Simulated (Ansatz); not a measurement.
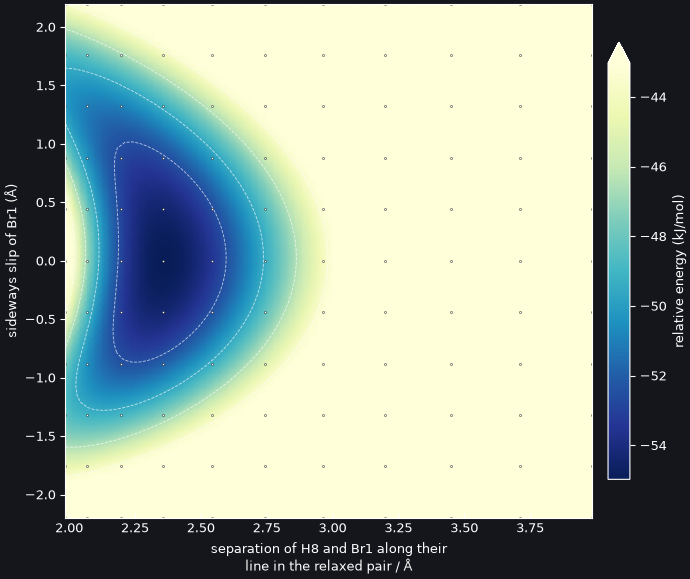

The pair Br···H₅NSi, charge −1. First axis: separation of H8 and Br1 along their line in the relaxed pair. Second axis: sideways slip of Br1. Nothing is relaxed (both partners rigid). The scan uses an 11 × 11 grid. Points are written as (first, second). Energies: kJ/mol, counted from the ion and the molecule far apart, frozen as in the relaxed pair, each in its own basis (no counterpoise correction). All numbers below come from RKS PBE0-D4/def2-SVPD (Ansatz 0.2.0).

The picture shows a smooth colour map with a few white contour lines, dots at the grid points, one colour for all values above the top of the scale. Between grid points the surface is interpolated.

Estimate the position of the minimum and the force constants in these coordinates.

Answer. The interpolated minimum is at the first coordinate ≈ 2.365 Å, sideways slip of Br1 ≈ −0.01 Å. The curvatures there are about 1.3 eV/Å² and 0.062 eV/Å², with a cross term of about −0.02 eV/Å². Round the minimum the two coordinates are weakly coupled (coupling −0.08 in units of the two stiffnesses). (1 eV is 96.5 kJ/mol.)
